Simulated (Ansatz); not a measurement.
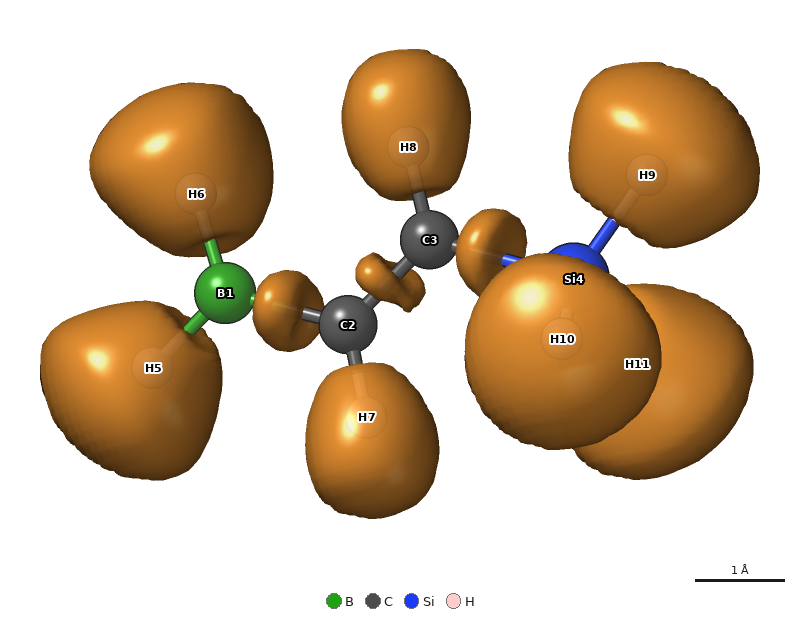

Figure 1: C$_{2}$H$_{7}$BSi (SMILES BC=C[SiH3]). Isosurface of the ELF at 0.85 (orange), seen at a tilt. Core shells and regions of very low density are left out.

Theory: SCF PBE, Gaussian basis in Ansatz.

Input

```
crystal:
  periodic: [false, false, false]
  atoms:
    - { symbol: B, position_ang: [-0.1946, 2.219, -0.274] }
    - { symbol: C, position_ang: [-0.0875, 0.8232, 0.3146] }
    - { symbol: C, position_ang: [-0.0271, -0.2488, -0.4863] }
    - { symbol: Si, position_ang: [0.2673, -1.9282, 0.2483] }
    - { symbol: H, position_ang: [-0.3177, 3.1893, 0.4172] }
    - { symbol: H, position_ang: [-0.2879, 2.4427, -1.457] }
    - { symbol: H, position_ang: [-0.0206, 0.7247, 1.3998] }
    - { symbol: H, position_ang: [0.0088, -0.1401, -1.5611] }
    - { symbol: H, position_ang: [0.271, -2.9137, -0.7889] }
    - { symbol: H, position_ang: [1.4273, -1.9918, 1.0764] }
    - { symbol: H, position_ang: [-0.9737, -2.2334, 1.1315] }
basis:
  gaussian:
    orbitals: def2-TZVP
hamiltonian:
  xc: pbe
output:
  orbitals: {}
```

Launched as:

```sh
python energy_c2h7bsi.py
```

**Where are the electrons localised?**

At this value the surface marks out one region between bonded B–C atoms (shared pairs), one region between bonded C–C atoms (shared pairs), one region between bonded C–Si atoms (shared pairs) and seven regions around hydrogen nuclei. Along the contacts the grid gives the following. C–C (1.34 Å): the ELF peaks at about 0.95 between the atoms; a multiple bond. C–B (1.52 Å): the ELF peaks at about 0.95 between the atoms (a covalent bond).
